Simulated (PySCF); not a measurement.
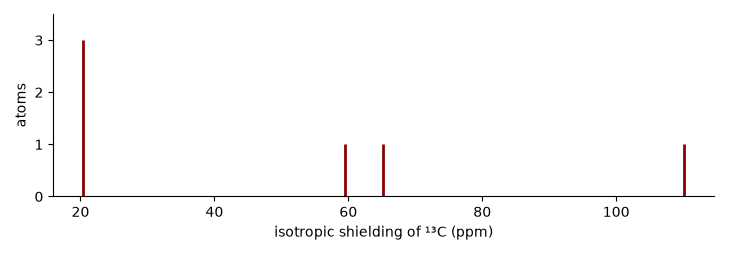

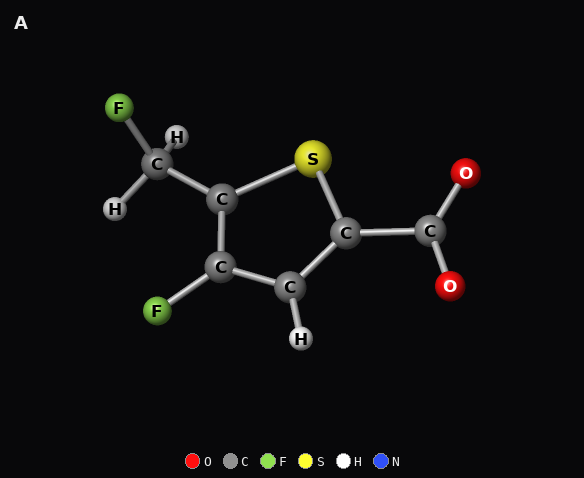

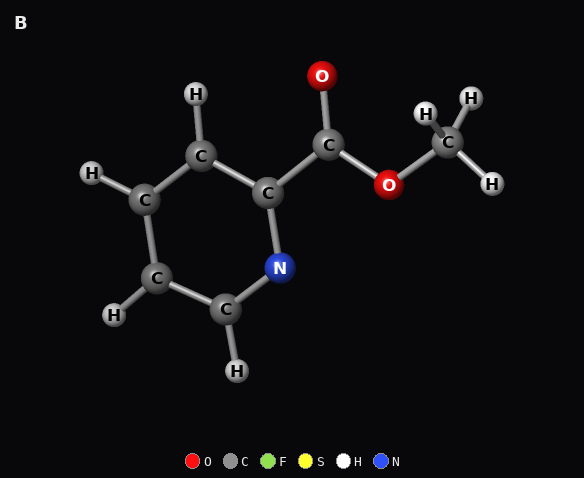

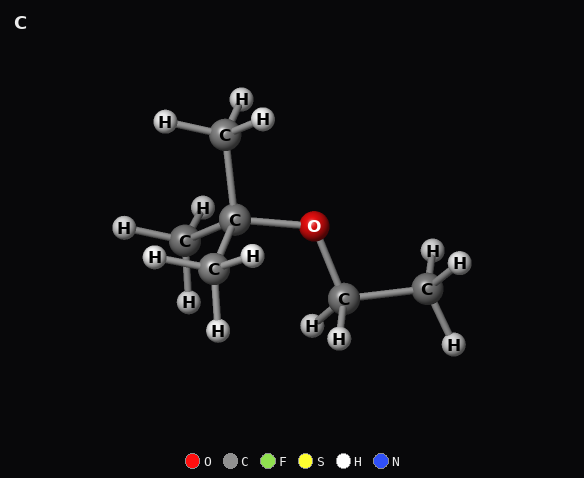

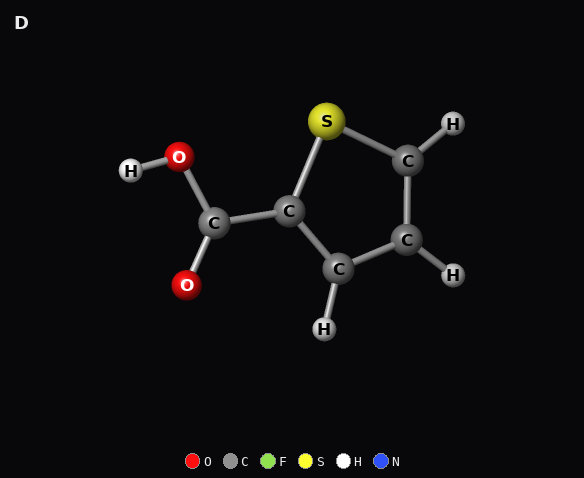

The sticks are computed shieldings of one of the molecules, for one fixed geometry (PBE0-D3(BJ)/def2-SVP) without averaging over rotations. Low shielding means a high chemical shift. Method: GIAO PBE0/pcSseg-1 NMR shielding, non-relativistic, IEF-PCM dimethylsulfoxide (PySCF 2.14.0).

Question: Match the spectrum to a structure.

Answer: A, `O=C([O-])c1cc(F)c(CF)s1`. Its 6 C atoms give lines at 20.4 (3 atoms), 59.5, 65.2, 110.1 ppm.
